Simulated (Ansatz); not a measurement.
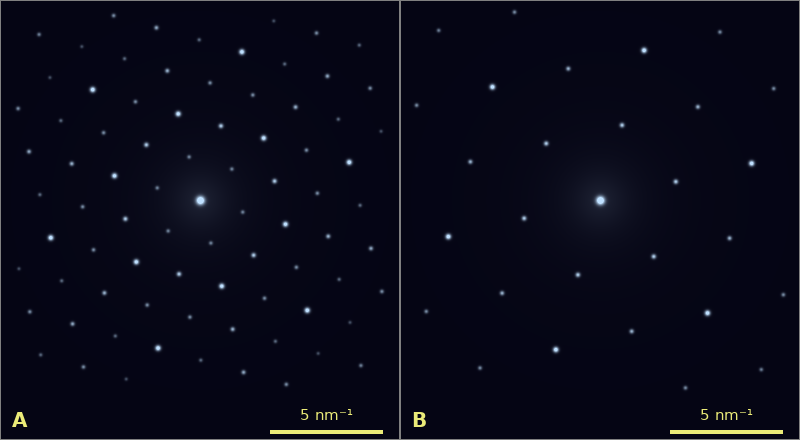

Kinematic electron diffraction patterns (120 kV, B = 0.5 Å², same scale, each along a low-index zone) of two structures of composition Si3Au, each relaxed at zero pressure with DFT PBE, scalar-relativistic, plane waves, PAW (Ansatz).

The structures (standard cells):
1. P6_3/mmc (No. 194), a = 5.775 Å, c = 4.524 Å (hexagonal axes), 8 atoms; generated start, possibly hypothetical
2. Pm-3m (No. 221), a = 4.029 Å, 4 atoms; generated start, possibly hypothetical

Which pattern belongs to which structure, and along which zone?

A is structure 1 along [001]: hexagonal net of 1 -1 0 at d = 5.00 Å and 1 0 0 at d = 5.00 Å, 60.0° apart. B is structure 2 along [111] or an equivalent direction: hexagonal net of -1 1 0 at d = 2.85 Å and -1 0 1 at d = 2.85 Å, 60.0° apart.

Rank the structures by their computed energy.

Structure 2 (Pm-3m, 16.35 Å³ an atom) is the lowest of these; structure 1 (P6_3/mmc, 16.34 Å³ an atom) lies about 24 meV an atom higher. These are static energies at 0 K; other structures, not shown, may lie lower still.
